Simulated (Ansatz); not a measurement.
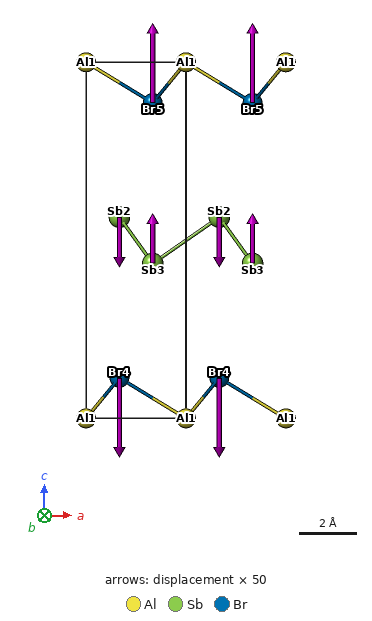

A relaxation of crystalline AlSb2Br2 (built on the YAl2Si2 type). The starting structure is drawn; purple arrows show the displacements (the part carried along by the change of the cell is left out), magnified 50 times.

The picture is a ball-and-stick view of the cell of the calculation, repeated 2 × 1 × 1 with one cell outlined, seen along the b axis.

Case: YAl2Si2 type (P-3m1, No. 164).

These are results of DFT PBE, scalar-relativistic, plane waves, PAW (Ansatz 0.2.0), not measurements.

Input
```yaml
crystal:
  lattice:
    - [4.0918305544, 0.0, 0.0]
    - [-2.0459152772, 3.5436292081, 0.0]
    - [0.0, 0.0, 12.635616451]
  atoms:
    - { symbol: Al, position: [0.0, 0.0, 0.0] }
    - { symbol: Sb, position: [0.3333333333, 0.6666666667, 0.5649619601] }
    - { symbol: Sb, position: [0.6666666667, 0.3333333333, 0.4350380399] }
    - { symbol: Br, position: [0.3333333333, 0.6666666667, 0.1139588943] }
    - { symbol: Br, position: [0.6666666667, 0.3333333333, 0.8860411057] }
basis:
  ecutwfc: 420
kpoints:
  mp_grid: { grid: [12, 12, 4] }
hamiltonian:
  xc: pbe
scf:
  occupations: { method: gaussian, width: 0.1 }
output:
  forces: true
  stress: true
  eigenvalues: true
  write_density: true
  write_potential: true
  elf: true
  volumetric_format: npy
relax:
  adjacent_minimum: "off"
  f_tol: 0.01
  max_steps: 80
  cell: { stress_tol: 0.05 }
```

Run as
```bash
ansatz run input.yaml --threads 1 --pin off --max-ram 2560MiB --backend cpu --events-out ev --progress --plain --runs-dir out
```

Atoms of which element are displaced furthest, and by how much?

Bromine: up to 0.057 Å, against 0.036 Å for antimony.

What did the optimiser do to the structure, and how much energy did it gain?

Over 7 accepted moves (8 points after the start) the energy falls by 3.9 meV per cell of the calculation. Largest force component: 0.03 eV/Å at the start, 0.00079 eV/Å at the end. Pressure: −0.05 GPa at the start and 0.00 GPa at the end. The SCF was repeated once at an unchanged geometry on a basis and grid sized afresh for the cell, which shifted the energy by 0.8 meV per cell of the calculation at most. The largest moves relative to the cell, 0.057 Å, are those of Br4 and Br5. Br4 goes along −c. By element the largest moves are Br 0.057 Å, Sb 0.036 Å. Al stays in place. The volume changes by +4.0 %, with a = b 4.092 → 4.071 Å (−0.5 %), c 12.636 → 13.274 Å (+5.0 %). The space group stays P-3m1 (No. 164). Cost: 3.4 min on 1 thread of Arm Neoverse V2 (shared host), peak memory 0.6 GiB.

Limits of the set-up: layers or molecules are held without a dispersion correction, so their spacing is unreliable.
